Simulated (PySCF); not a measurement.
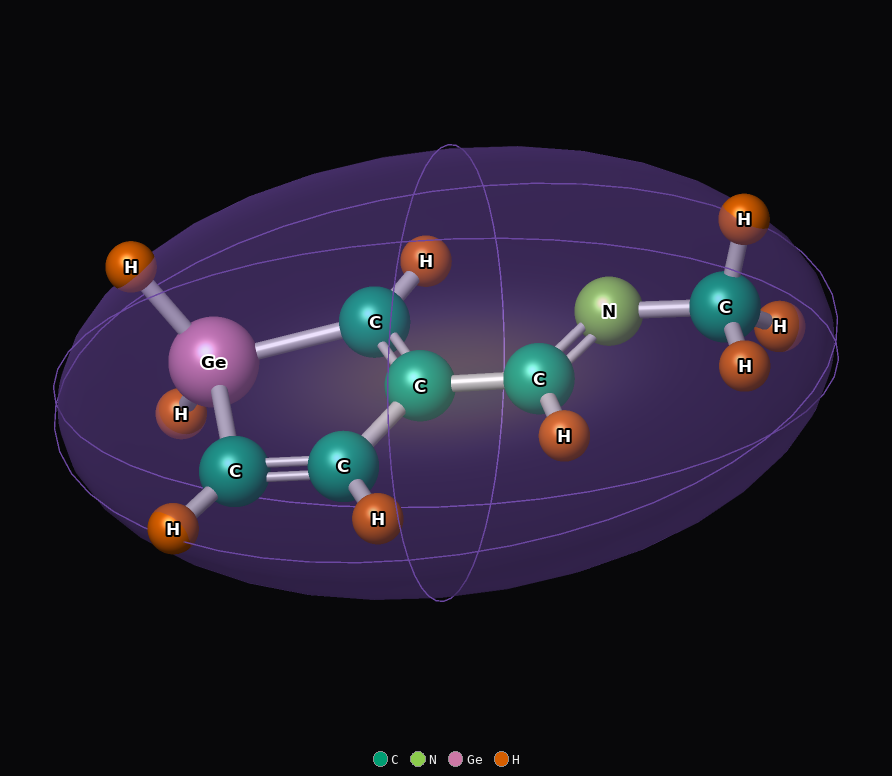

The ellipsoid shows the static dipole polarisability: its half-axes are proportional to the principal values. The computed structure is the end point of a GFN2-xTB optimisation. No frequency run is at hand to confirm it as a minimum. Method: B3LYP/def2-SVPD (PySCF 2.14.0).

**How large and how anisotropic is the polarisability?**

Principal values 72.6, 104.9, 159.5 bohr³; mean 112.4 bohr³ (16.65 Å³); anisotropy 76.1 bohr³, so the longest axis is 2.20 times the shortest.

The geometry is semi-empirical. Around Ge such bond lengths and angles can be off by a tenth of an ångström or more and by several degrees, and values that hang on the shape move with them.
